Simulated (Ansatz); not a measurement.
**H5NPSi (SMILES [SiH3]N[PH]) (doublet): density, localisation and related maps**

| atom | x (Å) | y (Å) | z (Å) |
| --- | --- | --- | --- |
| N | 0.7122 | -0.5156 | -1.3953 |
| P | -0.4367 | -1.6054 | -0.7144 |
| Si | 1.0471 | 1.1459 | -0.9403 |
| H | -0.1679 | 1.9974 | -1.0938 |
| H | 1.4903 | 1.2320 | 0.4813 |
| H | 2.1285 | 1.6397 | -1.8394 |
| H | 1.2529 | -0.9145 | -2.1592 |
| H | -0.9287 | -0.6701 | 0.2591 |

Geometry: B3LYP-D3(BJ)/def2-SVP.

Method: Ansatz 0.2.0, isolated molecule in a Gaussian basis; Kohn-Sham density functional theory, functional PBE0.

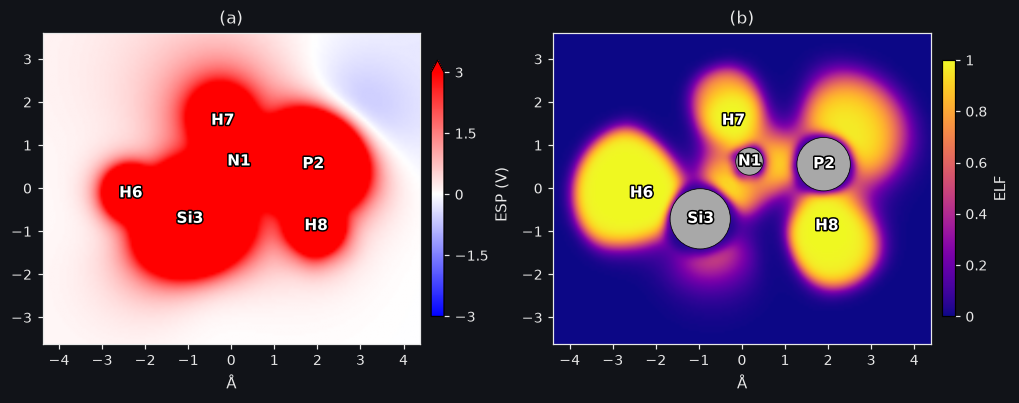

Figure 1. (a) electrostatic potential; (b) ELF on the plane of atoms N1, P2 and H8. Grey discs cover the atomic cores in the ELF map.

Read the bonding off the picture.

Answer. The section cuts through N, P, Si and H sites.
P–N (1.72 Å): the ELF peaks at about 0.90 between the atoms: a shared but strongly polarised pair.
Si–N (1.75 Å): the ELF peaks at about 0.90 between the atoms: a polar covalent bond.
N–H (1.02 Å): the ELF climbs to about 1 towards the hydrogen, as it does in any bond to H (a covalent bond by its length).
P–H (1.44 Å): the ELF climbs to about 1 towards the hydrogen.
Si–H (1.49 Å): the ELF climbs to about 1 towards the hydrogen.
The ELF also peaks beside P2, away from the bonds: non-bonding electrons, paired or unpaired.
Outside the dense part of the molecule the potential is most negative (−0.6 V) near P2.

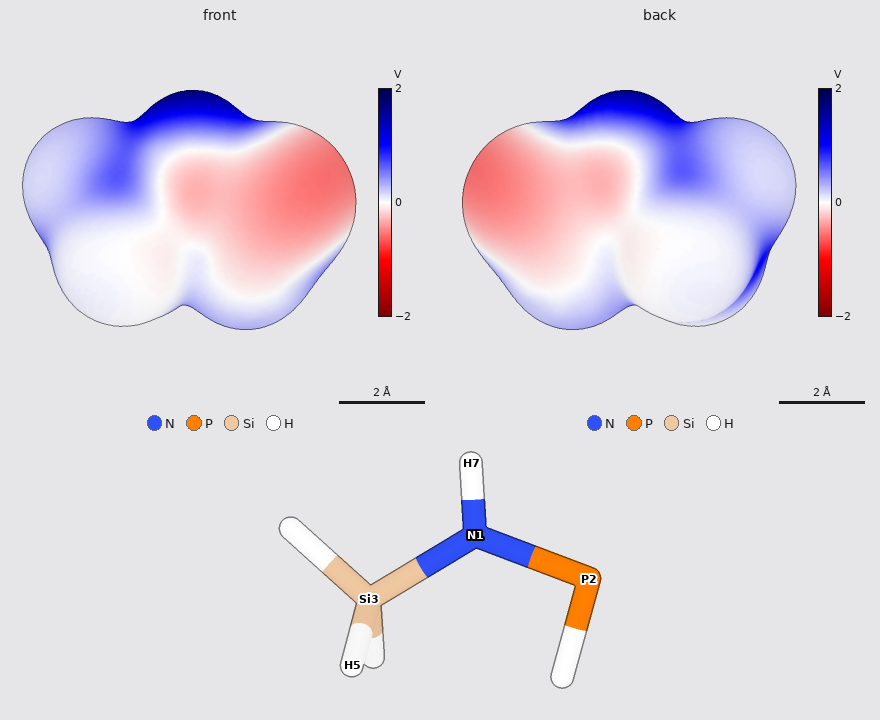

Figure 2. The molecular electrostatic potential painted on the density surface at 0.001 e/bohr³, seen from the front and from behind; red is negative and blue positive. The bare structure is drawn below in the same view.

Which sites attract a positive test charge, and which a negative one?

Answer. A positive charge is drawn to the negative regions and a negative charge to the positive ones. The most negative region (about −0.5 V) lies over P2, the most positive (about +1.7 V) over H7.

How polar is the molecule by this calculation?

Answer. Its dipole moment is 1.25 D.

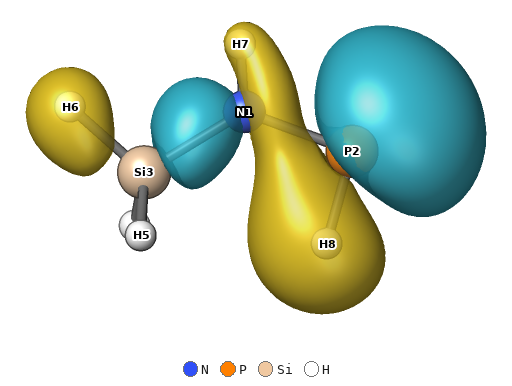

Figure 3. One frontier orbital at ±0.08 Å⁻³ᐟ² (yellow and cyan are the two phases), seen across its widest extent.

Which orbital is it: HOMO (β) or LUMO (β)?

Answer. The HOMO (β), at −8.05 eV. Its weight (Hirshfeld) is mainly on P2 (about 70 %), H8 (about 15 %) and N1 (about 10 %); largely a lone pair of P2.
